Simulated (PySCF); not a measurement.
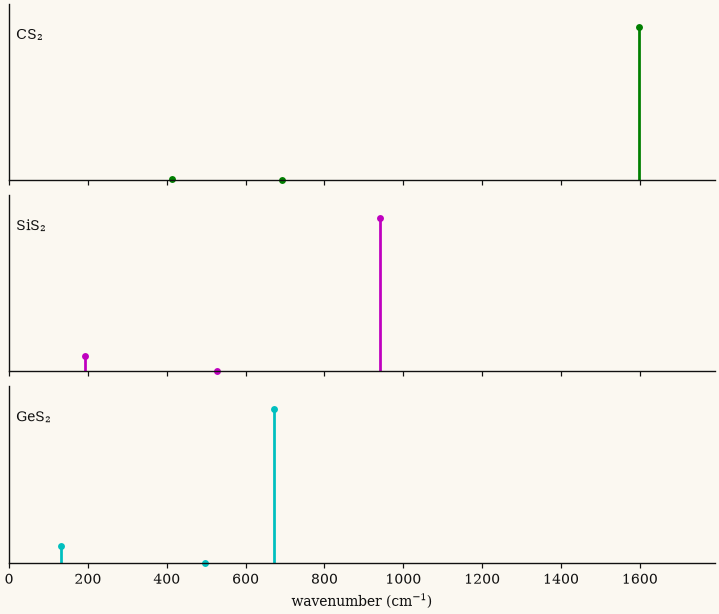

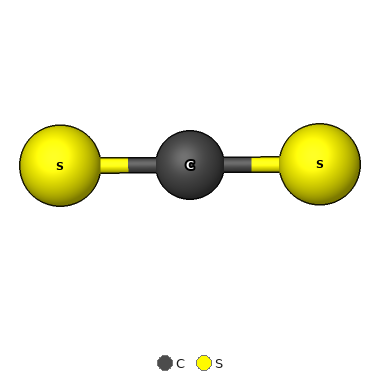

Harmonic infrared lines of CS₂, SiS₂ and GeS₂, all D∞h singlets, each the lowest point that its search found (CS₂ is drawn); the central atom changes down one group of the periodic table. PBE0/def2-TZVP, PySCF, unscaled, no spin-orbit coupling; each panel is scaled to its strongest line, degenerate modes are one line with their intensities summed, and dots on the axis are modes too weak to show or inactive.

**How do the bond length and the stretches change along the series?**

Mean bond length: CS₂ 1.549, SiS₂ 1.918, GeS₂ 1.996 Å, rising down the group. Highest σu+ mode: CS₂ 1598, SiS₂ 942, GeS₂ 673 cm⁻¹, falling down the group.

**Give the modes by symmetry (cm⁻¹).**

| symmetry | CS₂ | SiS₂ | GeS₂ |
| --- | --- | --- | --- |
| πu | 413.2 | 193.0 | 132.2 |
| σg+ | 693.0 | 528.1 | 496.4 |
| σu+ | 1598.4 | 941.7 | 672.9 |

Limits of at least one run: no scalar relativity.
